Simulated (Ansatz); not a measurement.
Molecular dynamics of GeHCl₃O (part 1 of 2)

GeHCl₃O, computed with RKS revPBE/def2-SVP (Ansatz 0.2.0).

The geometry comes from this level: PBE0-D4/def2-TZVP. Figures and captions count atoms from 1; the log counts them from 0 in places.

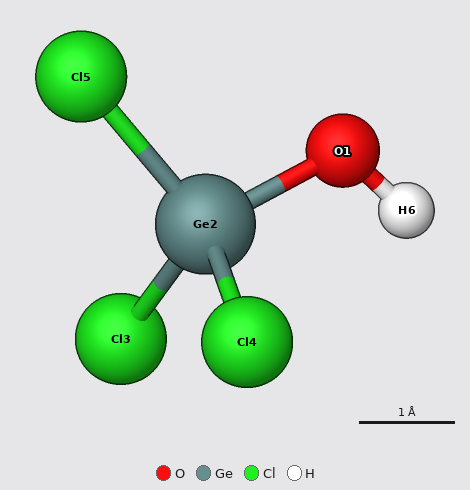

**Figure 1.** The structure as given in the input (ball-and-stick view, seen at a tilt; atoms are numbered from 1 in the order of the input). Sticks mark near contacts.

## Key numbers

| quantity | value |
| --- | --- |
| outcome | finished |
| mean temperature over the second half | 606 K |
| trajectory | 50 steps, 100 fs |
| ensemble | nvt_nose_hoover |
| temperature in the input | 1000 K |
| time step | 2 fs |
| potential energy (last step) | −96120.8522 eV |
| SCF solution under orbital rotations (last step) | stable |
| largest force (length of the vector) (last step) | 3.639 eV/Å |
| dipole moment (last step) | 1.92 D |
| hardware | 4 threads of Arm Neoverse V1, 23 GiB of memory available, shared host |
| wall time | 48 s (CPU time 3 min) |
| peak memory | 0.43 GiB |

So short a trajectory is not equilibrated. The temperature stays far from the 1000 K of the thermostat over the second half: the run isn't equilibrated.

## Input
```yaml
crystal:
  periodic: [false, false, false]
  atoms:
    - {symbol: O, position_ang: [-0.955284, 0.526339, 0.948905]}
    - {symbol: Ge, position_ang: [0.219384, 0.042038, -0.249001]}
    - {symbol: Cl, position_ang: [1.882665, -0.913843, 0.663393]}
    - {symbol: Cl, position_ang: [-0.634881, -1.313008, -1.644224]}
    - {symbol: Cl, position_ang: [0.829801, 1.810021, -1.221072]}
    - {symbol: H, position_ang: [-1.299683, -0.215548, 1.455900]}
basis:
  gaussian: {orbitals: def2-SVP}
hamiltonian: {xc: {name: revPBE}}
md: {timestep: 2 fs, n_steps: 50, ensemble: nvt_nose_hoover, temperature: 1000, initial_velocities: maxwell_boltzmann, seed: 7}
```

Launch command:
```bash
ansatz run in.yaml --threads 4 --pin off --events-out ev --progress --plain --max-ram 10444MiB
```

## Output
```
Functional definition: revPBE
  name "revPBE"
  cite "Zhang & Yang, Phys. Rev. Lett. 80, 890 (1998) doi:10.1103/PhysRevLett.80.890"
  cite "Perdew, Burke & Ernzerhof, Phys. Rev. Lett. 77, 3865 (1996) doi:10.1103/PhysRevLett.77.3865"
  parameter kappa = 1.245
  parameter beta = 0.06672455060314922
  exchange = pbe_x(kappa = kappa, mu = beta*pi^2/3)
  correlation = pbe_c(beta = beta)
1137 factors; their error is unknown
mean field evaluation 1: about -96115.2051 eV, gradient 5.9e1 eV
mean field evaluation 2: about -96063.5216 eV, gradient 1.6e2 eV
mean field evaluation 4: about -96120.7402 eV, gradient 1.3e1 eV
mean field evaluation 8: about -96121.1141 eV, gradient 2.2e-1 eV
mean field evaluation 16: about -96121.0390 eV, gradient 2.3e-5 eV
mean field -96121.03903697 eV, -3532.3830314283 hartree, gradient 2.3e-5 eV, S^2 0.000000; 0 other end points of the search recorded, 0 dependent functions left out
the calculation of the forces begins
reference -96121.03907182 eV, -3532.3830327092 hartree; 46, 46 occupied and 59, 59 virtual orbitals, 1137 factors
md step     0: t =     0.00 fs  T =  1000.0 K  F+E_penalty+E_count = -96121.03903697 eV  E_kin = 0.517040 eV  conserved = -96120.52199697 eV  (25 SCF iters)
these checks for a lower state are left out or cut short: starts, cluster_reference, orbital_swaps, neighbouring_geometries, increment
1137 factors; their error is unknown
mean field -96120.97164601 eV, -3532.3805548562 hartree, gradient 8.0e-5 eV, S^2 0.000000; 0 other end points of the search recorded, 0 dependent functions left out
the calculation of the forces begins
reference -96120.97168112 eV, -3532.3805561464 hartree; 46, 46 occupied and 59, 59 virtual orbitals, 1137 factors
md step     1: t =     2.00 fs  T =   922.7 K  F+E_penalty+E_count = -96120.97164601 eV  E_kin = 0.477048 eV  conserved = -96120.49460194 eV  (25 SCF iters)
[... from here on the SCF iterations and repeated set-up lines of each step are left out, up to the last step ...]
md step     2: t =     4.00 fs  T =   912.0 K  F+E_penalty+E_count = -96120.97779116 eV  E_kin = 0.471518 eV  conserved = -96120.50630674 eV  (25 SCF iters)
md step     3: t =     6.00 fs  T =   816.9 K  F+E_penalty+E_count = -96120.91895191 eV  E_kin = 0.422388 eV  conserved = -96120.49666000 eV  (26 SCF iters)
md step     4: t =     8.00 fs  T =   811.2 K  F+E_penalty+E_count = -96120.94289379 eV  E_kin = 0.419433 eV  conserved = -96120.52367517 eV  (25 SCF iters)
md step     5: t =    10.00 fs  T =   769.9 K  F+E_penalty+E_count = -96120.90007807 eV  E_kin = 0.398044 eV  conserved = -96120.50242523 eV  (26 SCF iters)
md step     6: t =    12.00 fs  T =   817.6 K  F+E_penalty+E_count = -96120.93379996 eV  E_kin = 0.422735 eV  conserved = -96120.51170738 eV  (26 SCF iters)
md step     7: t =    14.00 fs  T =   822.5 K  F+E_penalty+E_count = -96120.93438951 eV  E_kin = 0.425241 eV  conserved = -96120.51011509 eV  (26 SCF iters)
md step     8: t =    16.00 fs  T =   848.1 K  F+E_penalty+E_count = -96120.96243047 eV  E_kin = 0.438484 eV  conserved = -96120.52530408 eV  (26 SCF iters)
md step     9: t =    18.00 fs  T =   806.6 K  F+E_penalty+E_count = -96120.92631129 eV  E_kin = 0.417028 eV  conserved = -96120.51108396 eV  (26 SCF iters)
md step    10: t =    20.00 fs  T =   757.5 K  F+E_penalty+E_count = -96120.90246569 eV  E_kin = 0.391665 eV  conserved = -96120.51308430 eV  (26 SCF iters)
md step    11: t =    22.00 fs  T =   679.3 K  F+E_penalty+E_count = -96120.86919063 eV  E_kin = 0.351241 eV  conserved = -96120.52075162 eV  (26 SCF iters)
md step    12: t =    24.00 fs  T =   576.9 K  F+E_penalty+E_count = -96120.81054156 eV  E_kin = 0.298271 eV  conserved = -96120.51561116 eV  (26 SCF iters)
md step    13: t =    26.00 fs  T =   490.8 K  F+E_penalty+E_count = -96120.76255472 eV  E_kin = 0.253776 eV  conserved = -96120.51267123 eV  (26 SCF iters)
md step    14: t =    28.00 fs  T =   383.2 K  F+E_penalty+E_count = -96120.69992814 eV  E_kin = 0.198136 eV  conserved = -96120.50623163 eV  (26 SCF iters)
md step    15: t =    30.00 fs  T =   351.5 K  F+E_penalty+E_count = -96120.70135140 eV  E_kin = 0.181718 eV  conserved = -96120.52462807 eV  (26 SCF iters)
md step    16: t =    32.00 fs  T =   273.9 K  F+E_penalty+E_count = -96120.63440378 eV  E_kin = 0.141643 eV  conserved = -96120.49831484 eV  (25 SCF iters)
md step    17: t =    34.00 fs  T =   303.8 K  F+E_penalty+E_count = -96120.66276749 eV  E_kin = 0.157062 eV  conserved = -96120.51186857 eV  (27 SCF iters)
md step    18: t =    36.00 fs  T =   265.8 K  F+E_penalty+E_count = -96120.62756152 eV  E_kin = 0.137429 eV  conserved = -96120.49698041 eV  (26 SCF iters)
md step    19: t =    38.00 fs  T =   364.4 K  F+E_penalty+E_count = -96120.70307750 eV  E_kin = 0.188422 eV  conserved = -96120.52236603 eV  (29 SCF iters)
md step    20: t =    40.00 fs  T =   356.3 K  F+E_penalty+E_count = -96120.65689293 eV  E_kin = 0.184201 eV  conserved = -96120.48148963 eV  (26 SCF iters)
md step    21: t =    42.00 fs  T =   485.9 K  F+E_penalty+E_count = -96120.75306689 eV  E_kin = 0.251255 eV  conserved = -96120.51200374 eV  (26 SCF iters)
md step    22: t =    44.00 fs  T =   471.3 K  F+E_penalty+E_count = -96120.72182689 eV  E_kin = 0.243666 eV  conserved = -96120.49005136 eV  (26 SCF iters)
md step    23: t =    46.00 fs  T =   589.6 K  F+E_penalty+E_count = -96120.80937132 eV  E_kin = 0.304829 eV  conserved = -96120.51844761 eV  (26 SCF iters)
md step    24: t =    48.00 fs  T =   524.6 K  F+E_penalty+E_count = -96120.72637414 eV  E_kin = 0.271253 eV  conserved = -96120.47125857 eV  (26 SCF iters)
md step    25: t =    50.00 fs  T =   583.6 K  F+E_penalty+E_count = -96120.79635977 eV  E_kin = 0.301732 eV  conserved = -96120.51311334 eV  (26 SCF iters)
md step    26: t =    52.00 fs  T =   452.2 K  F+E_penalty+E_count = -96120.69838978 eV  E_kin = 0.233789 eV  conserved = -96120.48539260 eV  (26 SCF iters)
md step    27: t =    54.00 fs  T =   474.6 K  F+E_penalty+E_count = -96120.73674691 eV  E_kin = 0.245368 eV  conserved = -96120.51436044 eV  (26 SCF iters)
md step    28: t =    56.00 fs  T =   340.9 K  F+E_penalty+E_count = -96120.61336687 eV  E_kin = 0.176254 eV  conserved = -96120.46212790 eV  (26 SCF iters)
md step    29: t =    58.00 fs  T =   411.6 K  F+E_penalty+E_count = -96120.69496468 eV  E_kin = 0.212793 eV  conserved = -96120.50918828 eV  (26 SCF iters)
md step    30: t =    60.00 fs  T =   351.6 K  F+E_penalty+E_count = -96120.63296390 eV  E_kin = 0.181800 eV  conserved = -96120.48032335 eV  (25 SCF iters)
md step    31: t =    62.00 fs  T =   501.8 K  F+E_penalty+E_count = -96120.74067020 eV  E_kin = 0.259442 eV  conserved = -96120.51292666 eV  (25 SCF iters)
md step    32: t =    64.00 fs  T =   486.5 K  F+E_penalty+E_count = -96120.67495280 eV  E_kin = 0.251530 eV  conserved = -96120.45819334 eV  (25 SCF iters)
md step    33: t =    66.00 fs  T =   634.6 K  F+E_penalty+E_count = -96120.79729673 eV  E_kin = 0.328109 eV  conserved = -96120.50760082 eV  (26 SCF iters)
md step    34: t =    68.00 fs  T =   567.8 K  F+E_penalty+E_count = -96120.72858662 eV  E_kin = 0.293558 eV  conserved = -96120.47748458 eV  (26 SCF iters)
md step    35: t =    70.00 fs  T =   663.9 K  F+E_penalty+E_count = -96120.80605037 eV  E_kin = 0.343255 eV  conserved = -96120.50954636 eV  (25 SCF iters)
md step    36: t =    72.00 fs  T =   543.9 K  F+E_penalty+E_count = -96120.68330827 eV  E_kin = 0.281225 eV  conserved = -96120.45317983 eV  (26 SCF iters)
md step    37: t =    74.00 fs  T =   591.9 K  F+E_penalty+E_count = -96120.75697126 eV  E_kin = 0.306028 eV  conserved = -96120.50627641 eV  (26 SCF iters)
md step    38: t =    76.00 fs  T =   441.2 K  F+E_penalty+E_count = -96120.64254650 eV  E_kin = 0.228111 eV  conserved = -96120.47375259 eV  (26 SCF iters)
md step    39: t =    78.00 fs  T =   505.1 K  F+E_penalty+E_count = -96120.70177745 eV  E_kin = 0.261145 eV  conserved = -96120.50374708 eV  (25 SCF iters)
md step    40: t =    80.00 fs  T =   395.6 K  F+E_penalty+E_count = -96120.59175382 eV  E_kin = 0.204563 eV  conserved = -96120.45405075 eV  (26 SCF iters)
md step    41: t =    82.00 fs  T =   495.5 K  F+E_penalty+E_count = -96120.69693538 eV  E_kin = 0.256192 eV  conserved = -96120.51145815 eV  (25 SCF iters)
md step    42: t =    84.00 fs  T =   439.6 K  F+E_penalty+E_count = -96120.63049015 eV  E_kin = 0.227283 eV  conserved = -96120.47810582 eV  (28 SCF iters)
md step    43: t =    86.00 fs  T =   605.1 K  F+E_penalty+E_count = -96120.73686331 eV  E_kin = 0.312846 eV  conserved = -96120.50375416 eV  (25 SCF iters)
md step    44: t =    88.00 fs  T =   626.2 K  F+E_penalty+E_count = -96120.70658754 eV  E_kin = 0.323781 eV  conserved = -96120.46840093 eV  (29 SCF iters)
md step    45: t =    90.00 fs  T =   814.1 K  F+E_penalty+E_count = -96120.85057299 eV  E_kin = 0.420920 eV  conserved = -96120.52226530 eV  (26 SCF iters)
md step    46: t =    92.00 fs  T =   844.3 K  F+E_penalty+E_count = -96120.82670528 eV  E_kin = 0.436533 eV  conserved = -96120.49100027 eV  (26 SCF iters)
md step    47: t =    94.00 fs  T =  1003.3 K  F+E_penalty+E_count = -96120.91947157 eV  E_kin = 0.518731 eV  conserved = -96120.51084318 eV  (26 SCF iters)
md step    48: t =    96.00 fs  T =   993.3 K  F+E_penalty+E_count = -96120.88279972 eV  E_kin = 0.513554 eV  conserved = -96120.48944843 eV  (29 SCF iters)
md step    49: t =    98.00 fs  T =  1048.0 K  F+E_penalty+E_count = -96120.94296923 eV  E_kin = 0.541865 eV  conserved = -96120.53169679 eV  (26 SCF iters)
these checks for a lower state are left out or cut short: starts, cluster_reference, orbital_swaps, neighbouring_geometries, increment
1137 factors; their error is unknown
mean field -96120.85212028 eV, -3532.3761623665 hartree, gradient 7.6e-5 eV, S^2 0.000000; 0 other end points of the search recorded, 0 dependent functions left out
the calculation of the forces begins
reference -96120.85215559 eV, -3532.3761636641 hartree; 46, 46 occupied and 59, 59 virtual orbitals, 1137 factors
1137 factors; their error is unknown
mean field evaluation 320: about -96120.9200 eV, gradient 3.0e-1 eV
mean field -96120.85212028 eV, -3532.3761623665 hartree, gradient 7.6e-5 eV, S^2 0.000000; 1 other end points of the search recorded, 0 dependent functions left out
the calculation of the forces begins
reference -96120.85215559 eV, -3532.3761636641 hartree; 46, 46 occupied and 59, 59 virtual orbitals, 1137 factors
md step    50: t =   100.00 fs  T =   948.3 K  F+E_penalty+E_count = -96120.85212028 eV  E_kin = 0.490329 eV  conserved = -96120.50259280 eV  (28 SCF iters)
```

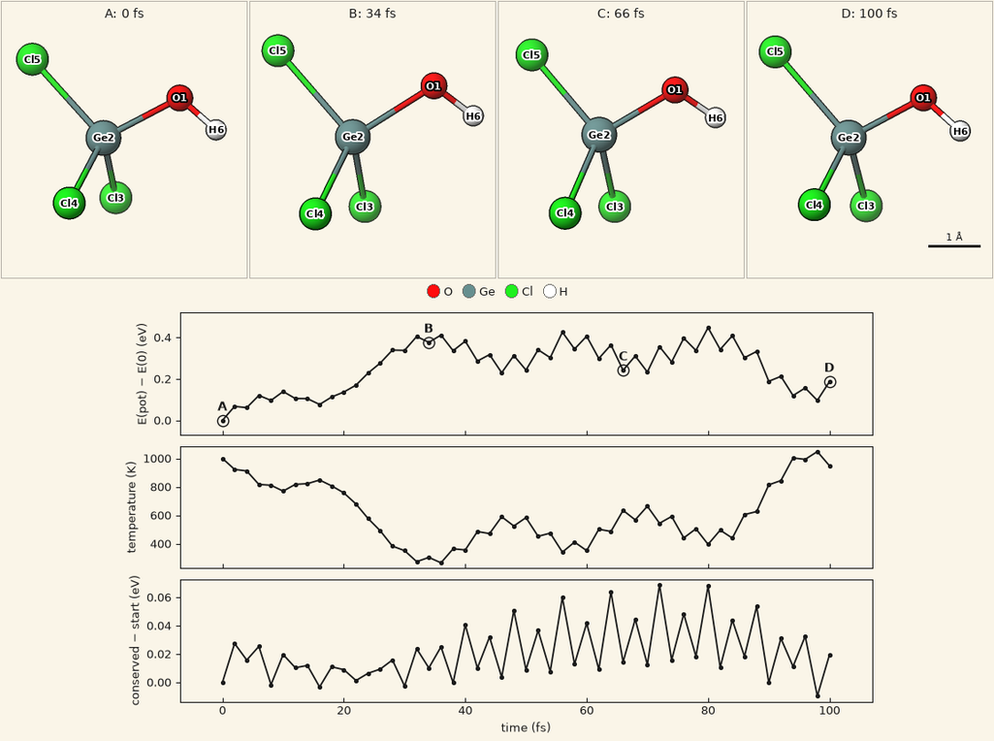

**Figure 2.** Frames of the molecular dynamics (ball-and-stick, seen at a tilt) above the curves, on which the letters mark them. The trajectory kept here has 51 frames over 100 fs. The temperature starts at 1000 K, ranges from 266 to 1048 K and averages 606 K over the second half. The potential energy ends 0.187 eV above its first value. The conserved quantity stays within 0.079 eV. After an unweighted best fit of the last frame on the first, the root-mean-square displacement is 0.12 Å, and Cl5 has moved furthest (0.20 Å).

```
Total energy: -96120.85215559 eV, -3532.3761636641 hartree
Atom 0 at    -0.866779     0.549544     0.956715 Å, force    -2.564034    -0.883407     2.426112 eV/Å
Atom 1 at     0.241887     0.057445    -0.242475 Å, force     1.730674     0.316604    -1.362686 eV/Å
Atom 2 at     1.839044    -1.080092     0.711838 Å, force     0.168017     0.300436    -0.094045 eV/Å
Atom 3 at    -0.577708    -1.331376    -1.625168 Å, force    -0.396208    -0.436244    -0.612776 eV/Å
Atom 4 at     0.731801     1.953372    -1.303771 Å, force     0.010641    -0.906305     0.532723 eV/Å
Atom 5 at    -1.355885    -0.242731     1.396189 Å, force     1.050909     1.608916    -0.889328 eV/Å
Dipole moment:    -0.246367    -0.224228     0.221101 e Å
```

## Trajectory as extended XYZ (Å, eV, eV/Å), 51 frames, from step=0 to step=50
```
6
Properties=species:S:1:pos:R:3:forces:R:3 step=0 time_fs=0.0 energy=-96121.03904 temperature=1000.0
O    -0.9553    0.5263    0.9489   -0.3876   0.8822   0.2683
Ge    0.2194    0.0420   -0.2490    0.0814  -0.1288  -0.0664
Cl    1.8827   -0.9138    0.6634    0.6457  -0.3622   0.3421
Cl   -0.6349   -1.3130   -1.6442   -0.3214  -0.5157  -0.5443
Cl    0.8298    1.8100   -1.2211    0.2275   0.6965  -0.3687
H    -1.2997   -0.2155    1.4559   -0.2456  -0.5720   0.3690
6
Properties=species:S:1:pos:R:3:forces:R:3 step=1 time_fs=2.0 energy=-96120.97165 temperature=922.7
O    -0.9346    0.5372    0.9398   -1.9539  -0.9737   2.3673
Ge    0.2102    0.0413   -0.2450    0.8456  -0.1336  -0.7119
Cl    1.8814   -0.9243    0.6613    0.5592  -0.2992   0.2932
Cl   -0.6256   -1.3220   -1.6438   -0.3409  -0.4938  -0.5425
Cl    0.8312    1.8266   -1.2252    0.1198   0.3709  -0.2097
H    -1.2953   -0.2369    1.5119    0.7701   1.5293  -1.1965
6
Properties=species:S:1:pos:R:3:forces:R:3 step=2 time_fs=4.0 energy=-96120.97779 temperature=912.0
O    -0.9186    0.5458    0.9364   -2.0903  -0.3102   2.4183
Ge    0.2015    0.0405   -0.2413    1.5002  -0.0766  -1.2773
Cl    1.8807   -0.9351    0.6595    0.4493  -0.2251   0.2442
Cl   -0.6167   -1.3315   -1.6439   -0.3556  -0.4506  -0.5128
Cl    0.8326    1.8436   -1.2295    0.0164   0.0592  -0.0598
H    -1.2614   -0.1998    1.5220    0.4801   1.0034  -0.8127
6
Properties=species:S:1:pos:R:3:forces:R:3 step=3 time_fs=6.0 energy=-96120.91895 temperature=816.9
O    -0.9077    0.5536    0.9389   -0.9563   2.5418   0.2610
Ge    0.1936    0.0397   -0.2383    1.9673   0.0510  -1.6779
Cl    1.8805   -0.9461    0.6580    0.3241  -0.1429   0.1968
Cl   -0.6082   -1.3415   -1.6446   -0.3658  -0.3891  -0.4614
Cl    0.8341    1.8607   -1.2340   -0.0803  -0.2295   0.0769
H    -1.2092   -0.1242    1.5011   -0.8890  -1.8313   1.6047
6
Properties=species:S:1:pos:R:3:forces:R:3 step=4 time_fs=8.0 energy=-96120.94289 temperature=811.2
O    -0.8990    0.5675    0.9420   -1.6146   1.4617   1.3224
Ge    0.1867    0.0389   -0.2362    2.2787   0.0961  -1.9106
Cl    1.8806   -0.9573    0.6566    0.2188  -0.0697   0.1500
Cl   -0.6001   -1.3519   -1.6457   -0.3685  -0.3301  -0.4184
Cl    0.8356    1.8775   -1.2383   -0.1633  -0.4708   0.1897
H    -1.1910   -0.1187    1.5415   -0.3511  -0.6873   0.6669
6
Properties=species:S:1:pos:R:3:forces:R:3 step=5 time_fs=10.0 energy=-96120.90008 temperature=769.9
O    -0.8943    0.5850    0.9483   -2.4290  -0.5251   3.1086
Ge    0.1810    0.0381   -0.2351    2.3774   0.1510  -1.9155
Cl    1.8810   -0.9685    0.6555    0.1235  -0.0005   0.1052
Cl   -0.5924   -1.3627   -1.6474   -0.3659  -0.2678  -0.3741
Cl    0.8368    1.8938   -1.2424   -0.2350  -0.6736   0.2841
H    -1.1862   -0.1395    1.6076    0.5290   1.3160  -1.2083
6
Properties=species:S:1:pos:R:3:forces:R:3 step=6 time_fs=12.0 energy=-96120.93380 temperature=817.6
O    -0.8954    0.6012    0.9620   -1.9369  -0.3553   2.4633
Ge    0.1766    0.0374   -0.2351    2.2248   0.3585  -1.6714
Cl    1.8816   -0.9798    0.6545    0.0187   0.0742   0.0647
Cl   -0.5850   -1.3738   -1.6494   -0.3616  -0.1912  -0.3119
Cl    0.8378    1.9094   -1.2463   -0.2985  -0.8566   0.3671
H    -1.1612   -0.1100    1.6273    0.3537   0.9704  -0.9118
6
Properties=species:S:1:pos:R:3:forces:R:3 step=7 time_fs=14.0 energy=-96120.93439 temperature=822.5
O    -0.9012    0.6165    0.9818   -0.5598   1.7664  -0.4225
Ge    0.1733    0.0369   -0.2359    1.9092   0.6610  -1.2665
Cl    1.8821   -0.9910    0.6535   -0.0897   0.1519   0.0288
Cl   -0.5781   -1.3851   -1.6518   -0.3553  -0.1039  -0.2376
Cl    0.8384    1.9241   -1.2497   -0.3535  -1.0186   0.4383
H    -1.1226   -0.0433    1.6122   -0.5508  -1.4567   1.4594
6
Properties=species:S:1:pos:R:3:forces:R:3 step=8 time_fs=16.0 energy=-96120.96243 temperature=848.1
O    -0.9083    0.6362    1.0005   -0.3739   0.9235  -0.3437
Ge    0.1711    0.0368   -0.2374    1.5722   0.8723  -0.8244
Cl    1.8826   -1.0020    0.6525   -0.1734   0.2179  -0.0042
Cl   -0.5716   -1.3965   -1.6545   -0.3426  -0.0223  -0.1743
Cl    0.8387    1.9376   -1.2526   -0.3954  -1.1414   0.4902
H    -1.1051   -0.0323    1.6529   -0.2869  -0.8499   0.8564
6
Properties=species:S:1:pos:R:3:forces:R:3 step=9 time_fs=18.0 energy=-96120.92631 temperature=806.6
O    -0.9164    0.6580    1.0184   -0.5738  -1.2645   1.2305
Ge    0.1697    0.0371   -0.2394    1.2468   1.0142  -0.3923
Cl    1.8828   -1.0128    0.6516   -0.2392   0.2756  -0.0345
Cl   -0.5654   -1.4079   -1.6573   -0.3250   0.0575  -0.1160
Cl    0.8385    1.9499   -1.2550   -0.4259  -1.2324   0.5265
H    -1.0985   -0.0539    1.7265    0.3170   1.1496  -1.2142
6
Properties=species:S:1:pos:R:3:forces:R:3 step=10 time_fs=20.0 energy=-96120.90247 temperature=757.5
O    -0.9258    0.6768    1.0393   -0.1258  -1.3972   0.7001
Ge    0.1690    0.0380   -0.2415    0.9318   1.1755  -0.0010
Cl    1.8828   -1.0233    0.6506   -0.3072   0.3355  -0.0604
Cl   -0.5595   -1.4193   -1.6603   -0.3063   0.1469  -0.0464
Cl    0.8379    1.9609   -1.2569   -0.4494  -1.3105   0.5553
H    -1.0799   -0.0315    1.7536    0.2570   1.0498  -1.1476
6
Properties=species:S:1:pos:R:3:forces:R:3 step=11 time_fs=22.0 energy=-96120.86919 temperature=679.3
O    -0.9355    0.6923    1.0618    0.6650   0.4509  -1.8714
Ge    0.1688    0.0395   -0.2437    0.6553   1.3281   0.3165
Cl    1.8825   -1.0334    0.6496   -0.3760   0.3968  -0.0815
Cl   -0.5541   -1.4305   -1.6633   -0.2870   0.2447   0.0323
Cl    0.8368    1.9705   -1.2581   -0.4668  -1.3765   0.5772
H    -1.0513    0.0312    1.7368   -0.1904  -1.0441   1.0269
6
Properties=species:S:1:pos:R:3:forces:R:3 step=12 time_fs=24.0 energy=-96120.81054 temperature=576.9
O    -0.9437    0.7088    1.0799    0.8875   0.4789  -2.3685
Ge    0.1689    0.0417   -0.2456    0.4469   1.3786   0.5499
Cl    1.8818   -1.0431    0.6484   -0.4257   0.4485  -0.0992
Cl   -0.5489   -1.4415   -1.6663   -0.2636   0.3385   0.1037
Cl    0.8352    1.9785   -1.2587   -0.4741  -1.4146   0.5853
H    -1.0301    0.0539    1.7593   -0.1712  -1.2298   1.2288
```
